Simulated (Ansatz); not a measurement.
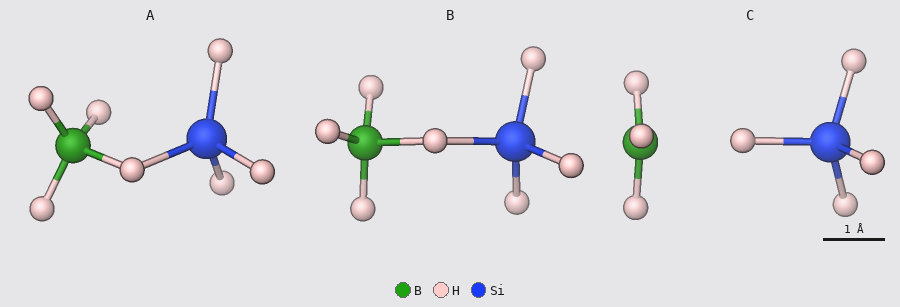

3 geometries from one relaxation of BSiH7, in shuffled order. A ball-and-stick model, seen face on.

The run prepares an end point of a later path (reaction) calculation, from a guessed geometry.

These are results of Ansatz 0.2.0, RKS B3LYP-D4/def2-TZVP, not measurements. Set-up: no spin polarisation; force threshold 0.03 eV/Å; at most 50 steps.

> Order the frames from highest to lowest energy.

C, B, A. They are steps 0, 7, 14, at +27.8 kJ/mol, +10.6 kJ/mol relative to the last. Over 14 geometry steps the energy falls by 27.8 kJ/mol. Largest force component: 0.44 eV/Å at the start, 0.026 eV/Å at the end. The largest move after the best rigid fit is that of an H atom, 1.16 Å. By element the largest moves are H 1.16 Å, B 0.55 Å, Si 0.40 Å. Among the contacts that change: H–Si 3.421 → 2.025 Å, B–Si 3.137 → 2.219 Å, B–H 1.728 → 1.302 Å, H–Si 1.482 → 1.618 Å. New bonds form: B–H (1.73 → 1.30 Å). Among the angles between lasting bonds that change: H–Si–H 106.0° → 87.9°, H–B–H 120.5° → 111.6°, H–Si–H 108.3° → 117.0°.
